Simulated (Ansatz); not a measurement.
**A computed series for hypothetical fluorite HfSi2: pressure series**

The parent structure is HfSi2 in the fluorite structure (space group Fm-3m, No. 225; a = 6.183 Å; a hypothetical phase, not in the database extracts checked).

Cell and atoms are relaxed at each pressure.

Calculations: Kohn–Sham DFT with the PBEsol functional, run in Ansatz (a program for electronic structure) with PAW and 420 eV plane waves, spin-orbit coupling left out, earlier PAW set.

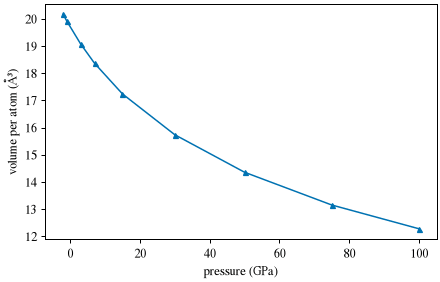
Volume against pressure

Problem. Estimate the zero-pressure bulk modulus from the plot.

Solution. About 87 GPa; a third-order Birch–Murnaghan fit to the points gives V₀ = 19.70 Å³/atom, B₀ = 87 GPa and B₀′ = 3.8.

Load acts through the strain it causes; cell and atoms are relaxed under it. No phonon test of stability was made. No other phases were tried under pressure. The final runs are not spin-polarised. HfSi2 has a high density of states at the Fermi level and may be magnetic at this level.
